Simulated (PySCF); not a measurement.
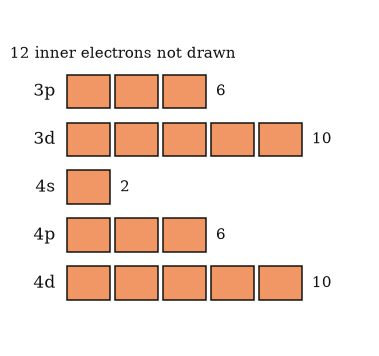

Figure 1. The outer shells of the nominal configuration: a box for each of the 2l + 1 orbitals, shaded by the share of the shell that is filled, with the electron count at the right.

Ag⁺: atomic calculation

System: Ag⁺, configuration 1s2 2s2 2p6 3s2 3p6 3d10 4s2 4p6 4d10, multiplicity 1.
Method: unrestricted HF, cc-pVDZ-PP with ECP28, scalar-relativistic core potential (PySCF).

The input:
```python
from pyscf import gto, scf, dft, mp, cc
import basis_set_exchange as bse
txt = bse.get_basis("cc-pVDZ-PP", elements=["Ag"], fmt="nwchem", header=False)
cut = txt.index("\nECP")
mol = gto.M(atom="Ag 0 0 0", charge=1, spin=0, symmetry="D2h",
            basis=gto.basis.parse(txt[:cut]),
            ecp={"Ag": gto.basis.parse_ecp(txt[cut:])})
mf = scf.UHF(mol)
mf.irrep_nelec = {'Ag': (3, 3), 'B1g': (1, 1), 'B2g': (1, 1), 'B3g': (1, 1), 'B1u': (1, 1), 'B2u': (1, 1), 'B3u': (1, 1)}
mf.kernel()
```

The script is an equivalent of what the driver set up; the driver computed the properties (radii, ⟨L²⟩, response) afterwards. It also set what the script leaves out: max_cycle = 50, level_shift = 10.0, guess = minao. It held the occupations shell by shell, which the script's counts by irreducible representation don't always enforce.

Hardware: 1 thread of Arm Neoverse V2, 23 GiB of memory available, shared host.

Launched within a batch (the task file carries these settings):
```bash
OMP_NUM_THREADS=1 python <driver script> TASK.json OUT
```

The program's output (extracts):
```
damping factor = 0
level_shift factor = 10.0
DIIS = <class 'pyscf.scf.diis.CDIIS'>
diis_start_cycle = 1
diis_space = 10
diis_damp = 0
SCF conv_tol = 1e-09
SCF conv_tol_grad = None
number electrons alpha = 9  beta = 9
irrep_nelec {'Ag': (3, 3), 'B1g': (1, 1), 'B2g': (1, 1), 'B3g': (1, 1), 'Au': (0, 0), 'B1u': (1, 1), 'B2u': (1, 1), 'B3u': (1, 1)}
alpha HOMO (B1g) = -0.431102783649294  LUMO (Ag) = 4.9160503616894
  HOMO = -0.431102783649  LUMO = 4.91605036169  gap/eV = 145.50345
cycle= 1 E= -145.819370217599  delta_E= 0.149  |g|= 0.0727  |ddm|= 0.715
alpha HOMO (B2g) = -0.793464876120026  LUMO (Ag) = 9.77210410714061
  HOMO = -0.79346487612  LUMO = 9.77210410714  gap/eV = 287.50378
cycle= 2 E= -145.820017403564  delta_E= -0.000647  |g|= 0.0464  |ddm|= 0.0435
alpha HOMO (B2g) = -0.806037734275959  LUMO (Ag) = 9.77075764967793
  HOMO = -0.806037734276  LUMO = 9.77075764968  gap/eV = 287.80926
cycle= 3 E= -145.820216643647  delta_E= -0.000199  |g|= 0.0348  |ddm|= 0.0182
alpha HOMO (B3g) = -0.805939924109282  LUMO (Ag) = 9.7708094737836
  HOMO = -0.805939924109  LUMO = 9.77080947378  gap/eV = 287.80801
cycle= 4 E= -145.820329522536  delta_E= -0.000113  |g|= 0.0262  |ddm|= 0.0124
alpha HOMO (B2g) = -0.806284276953715  LUMO (Ag) = 9.77071336234199
  HOMO = -0.806284276954  LUMO = 9.77071336234  gap/eV = 287.81477
cycle= 5 E= -145.820393018702  delta_E= -6.35e-05  |g|= 0.02  |ddm|= 0.00767
alpha HOMO (Ag) = -0.806839985747878  LUMO (Ag) = 9.77057472794736
  HOMO = -0.806839985748  LUMO = 9.77057472795  gap/eV = 287.82611
cycle= 6 E= -145.820428838296  delta_E= -3.58e-05  |g|= 0.0155  |ddm|= 0.00479
alpha HOMO (B1g) = -0.807083280387683  LUMO (Ag) = 9.77050574208785
  HOMO = -0.807083280388  LUMO = 9.77050574209  gap/eV = 287.83086
cycle= 7 E= -145.820450154016  delta_E= -2.13e-05  |g|= 0.0123  |ddm|= 0.00308
alpha HOMO (B2g) = -0.807353637473486  LUMO (Ag) = 9.77043522123406
  HOMO = -0.807353637473  LUMO = 9.77043522123  gap/eV = 287.83630
cycle= 8 E= -145.82046313281  delta_E= -1.3e-05  |g|= 0.00988  |ddm|= 0.002
alpha HOMO (Ag) = -0.807404410481679  LUMO (Ag) = 9.77040645855095
  HOMO = -0.807404410482  LUMO = 9.77040645855  gap/eV = 287.83689
cycle= 9 E= -145.820471445255  delta_E= -8.31e-06  |g|= 0.00807  |ddm|= 0.00132
alpha HOMO (Ag) = -0.807415250308061  LUMO (Ag) = 9.77041195366465
  HOMO = -0.807415250308  LUMO = 9.77041195366  gap/eV = 287.83734
cycle= 10 E= -145.820477002688  delta_E= -5.56e-06  |g|= 0.00665  |ddm|= 0.000924
alpha HOMO (B3g) = -0.807434978708629  LUMO (Ag) = 9.77040552327682
  HOMO = -0.807434978709  LUMO = 9.77040552328  gap/eV = 287.83770
cycle= 11 E= -145.820480791147  delta_E= -3.79e-06  |g|= 0.00555  |ddm|= 0.000622
alpha HOMO (B3g) = -0.80743603309247  LUMO (Ag) = 9.77040545068367
  HOMO = -0.807436033092  LUMO = 9.77040545068  gap/eV = 287.83773
cycle= 12 E= -145.82048345192  delta_E= -2.66e-06  |g|= 0.00467  |ddm|= 0.000443
alpha HOMO (Ag) = -0.807436312814731  LUMO (Ag) = 9.77040536574754
  HOMO = -0.807436312815  LUMO = 9.77040536575  gap/eV = 287.83773
cycle= 13 E= -145.820485363193  delta_E= -1.91e-06  |g|= 0.00397  |ddm|= 0.000336
alpha HOMO (Ag) = -0.807436415104654  LUMO (Ag) = 9.7704053673088
  HOMO = -0.807436415105  LUMO = 9.77040536731  gap/eV = 287.83774
cycle= 14 E= -145.82048676411  delta_E= -1.4e-06  |g|= 0.0034  |ddm|= 0.000279
alpha HOMO (B3g) = -0.807436664594851  LUMO (Ag) = 9.77040528566914
  HOMO = -0.807436664595  LUMO = 9.77040528567  gap/eV = 287.83774
cycle= 15 E= -145.820487808861  delta_E= -1.04e-06  |g|= 0.00294  |ddm|= 0.000251
alpha HOMO (B2g) = -0.807436800577307  LUMO (Ag) = 9.77040526046936
  HOMO = -0.807436800577  LUMO = 9.77040526047  gap/eV = 287.83774
cycle= 16 E= -145.82048859972  delta_E= -7.91e-07  |g|= 0.00255  |ddm|= 0.000236
alpha HOMO (B2g) = -0.807436831114765  LUMO (Ag) = 9.77040527728853
  HOMO = -0.807436831115  LUMO = 9.77040527729  gap/eV = 287.83774
cycle= 17 E= -145.820489205744  delta_E= -6.06e-07  |g|= 0.00223  |ddm|= 0.000226
alpha HOMO (B2g) = -0.807436861877894  LUMO (Ag) = 9.77040528500802
  HOMO = -0.807436861878  LUMO = 9.77040528501  gap/eV = 287.83775
cycle= 18 E= -145.820489674789  delta_E= -4.69e-07  |g|= 0.00195  |ddm|= 0.000216
alpha HOMO (B2g) = -0.807436883104446  LUMO (Ag) = 9.77040528097356
  HOMO = -0.807436883104  LUMO = 9.77040528097  gap/eV = 287.83775
cycle= 19 E= -145.820490040755  delta_E= -3.66e-07  |g|= 0.00172  |ddm|= 0.000205
alpha HOMO (Ag) = -0.807436841655239  LUMO (Ag) = 9.77040529109399
  HOMO = -0.807436841655  LUMO = 9.77040529109  gap/eV = 287.83775
cycle= 20 E= -145.820490328146  delta_E= -2.87e-07  |g|= 0.00152  |ddm|= 0.000194
alpha HOMO (Ag) = -0.807436853273494  LUMO (Ag) = 9.77040528920486
  HOMO = -0.807436853273  LUMO = 9.7704052892  gap/eV = 287.83775
cycle= 21 E= -145.820490555006  delta_E= -2.27e-07  |g|= 0.00135  |ddm|= 0.000181
alpha HOMO (Ag) = -0.80743692123718  LUMO (Ag) = 9.770405271589
  HOMO = -0.807436921237  LUMO = 9.77040527159  gap/eV = 287.83775
cycle= 22 E= -145.820490734811  delta_E= -1.8e-07  |g|= 0.0012  |ddm|= 0.000168
alpha HOMO (Ag) = -0.807436911360144  LUMO (Ag) = 9.77040528044811
  HOMO = -0.80743691136  LUMO = 9.77040528045  gap/eV = 287.83775
cycle= 23 E= -145.820490877796  delta_E= -1.43e-07  |g|= 0.00106  |ddm|= 0.000156
alpha HOMO (Ag) = -0.807436943735445  LUMO (Ag) = 9.77040526861283
  HOMO = -0.807436943735  LUMO = 9.77040526861  gap/eV = 287.83775
cycle= 24 E= -145.820490991793  delta_E= -1.14e-07  |g|= 0.000949  |ddm|= 0.000143
alpha HOMO (Ag) = -0.807436954076965  LUMO (Ag) = 9.77040526752582
  HOMO = -0.807436954077  LUMO = 9.77040526753  gap/eV = 287.83775
cycle= 25 E= -145.820491082869  delta_E= -9.11e-08  |g|= 0.000846  |ddm|= 0.000131
alpha HOMO (Ag) = -0.807436957485609  LUMO (Ag) = 9.77040526945214
  HOMO = -0.807436957486  LUMO = 9.77040526945  gap/eV = 287.83775
cycle= 26 E= -145.820491155756  delta_E= -7.29e-08  |g|= 0.000756  |ddm|= 0.00012
alpha HOMO (Ag) = -0.807436951610785  LUMO (Ag) = 9.77040527575526
  HOMO = -0.807436951611  LUMO = 9.77040527576  gap/eV = 287.83775
cycle= 27 E= -145.820491214164  delta_E= -5.84e-08  |g|= 0.000676  |ddm|= 0.000109
alpha HOMO (B3g) = -0.807436948208178  LUMO (Ag) = 9.77040527921677
  HOMO = -0.807436948208  LUMO = 9.77040527922  gap/eV = 287.83775
cycle= 28 E= -145.820491261021  delta_E= -4.69e-08  |g|= 0.000604  |ddm|= 9.91e-05
alpha HOMO (B3g) = -0.807436943334523  LUMO (Ag) = 9.77040528185452
  HOMO = -0.807436943335  LUMO = 9.77040528185  gap/eV = 287.83775
cycle= 29 E= -145.820491298643  delta_E= -3.76e-08  |g|= 0.000541  |ddm|= 8.98e-05
alpha HOMO (Ag) = -0.807436944327455  LUMO (Ag) = 9.77040528236128
  HOMO = -0.807436944327  LUMO = 9.77040528236  gap/eV = 287.83775
cycle= 30 E= -145.820491328873  delta_E= -3.02e-08  |g|= 0.000485  |ddm|= 8.13e-05
alpha HOMO (Ag) = -0.807436952985773  LUMO (Ag) = 9.77040527965413
  HOMO = -0.807436952986  LUMO = 9.77040527965  gap/eV = 287.83775
cycle= 31 E= -145.820491353178  delta_E= -2.43e-08  |g|= 0.000434  |ddm|= 7.35e-05
alpha HOMO (Ag) = -0.807436958755191  LUMO (Ag) = 9.77040527721595
  HOMO = -0.807436958755  LUMO = 9.77040527722  gap/eV = 287.83775
cycle= 32 E= -145.820491372727  delta_E= -1.95e-08  |g|= 0.000389  |ddm|= 6.64e-05
alpha HOMO (Ag) = -0.8074369817133  LUMO (Ag) = 9.77040526799445
  HOMO = -0.807436981713  LUMO = 9.77040526799  gap/eV = 287.83775
cycle= 33 E= -145.820491388459  delta_E= -1.57e-08  |g|= 0.000349  |ddm|= 5.99e-05
alpha HOMO (Ag) = -0.807436990168155  LUMO (Ag) = 9.77040526607369
  HOMO = -0.807436990168  LUMO = 9.77040526607  gap/eV = 287.83775
cycle= 34 E= -145.820491401123  delta_E= -1.27e-08  |g|= 0.000313  |ddm|= 5.4e-05
alpha HOMO (Ag) = -0.807436994127501  LUMO (Ag) = 9.77040526436375
  HOMO = -0.807436994128  LUMO = 9.77040526436  gap/eV = 287.83775
cycle= 35 E= -145.82049141132  delta_E= -1.02e-08  |g|= 0.000281  |ddm|= 4.87e-05
alpha HOMO (Ag) = -0.80743699760207  LUMO (Ag) = 9.77040526286496
  HOMO = -0.807436997602  LUMO = 9.77040526286  gap/eV = 287.83775
cycle= 36 E= -145.820491419532  delta_E= -8.21e-09  |g|= 0.000252  |ddm|= 4.38e-05
alpha HOMO (B2g) = -0.807436998402427  LUMO (Ag) = 9.77040526250405
  HOMO = -0.807436998402  LUMO = 9.7704052625  gap/eV = 287.83775
cycle= 37 E= -145.820491426147  delta_E= -6.62e-09  |g|= 0.000226  |ddm|= 3.94e-05
alpha HOMO (B2g) = -0.807436997268407  LUMO (Ag) = 9.77040526296738
  HOMO = -0.807436997268  LUMO = 9.77040526297  gap/eV = 287.83775
cycle= 38 E= -145.820491431476  delta_E= -5.33e-09  |g|= 0.000203  |ddm|= 3.55e-05
alpha HOMO (B2g) = -0.807436994141943  LUMO (Ag) = 9.7704052642256
  HOMO = -0.807436994142  LUMO = 9.77040526423  gap/eV = 287.83775
cycle= 39 E= -145.820491435771  delta_E= -4.29e-09  |g|= 0.000182  |ddm|= 3.19e-05
alpha HOMO (B2g) = -0.807436989402749  LUMO (Ag) = 9.77040526613706
  HOMO = -0.807436989403  LUMO = 9.77040526614  gap/eV = 287.83775
cycle= 40 E= -145.820491439231  delta_E= -3.46e-09  |g|= 0.000163  |ddm|= 2.87e-05
alpha HOMO (B3g) = -0.807436984075633  L
```

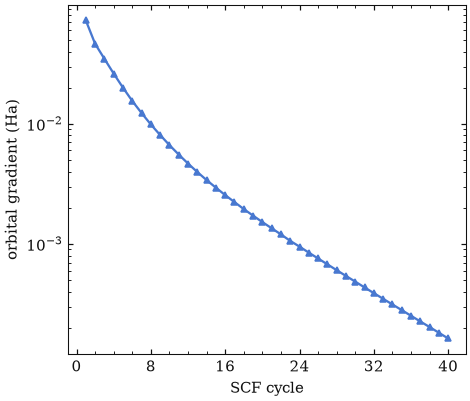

Figure 2. Convergence: orbital gradient against the SCF cycle. The residual is still falling at the last step (down to 1.6 × 10⁻⁴), so the run was stopped before it reached the threshold. It goes from 0.073 to 0.00016 in 40 steps.

What the run reported:

- outcome: not converged
- total energy (valence electrons, under a core potential): −145.820491 hartree
- SCF iterations: 50

What went wrong:

The run did not meet its convergence test in 50 iterations, so its last values are not results. Caveats: level shift left on, which raises the virtual orbital energies.
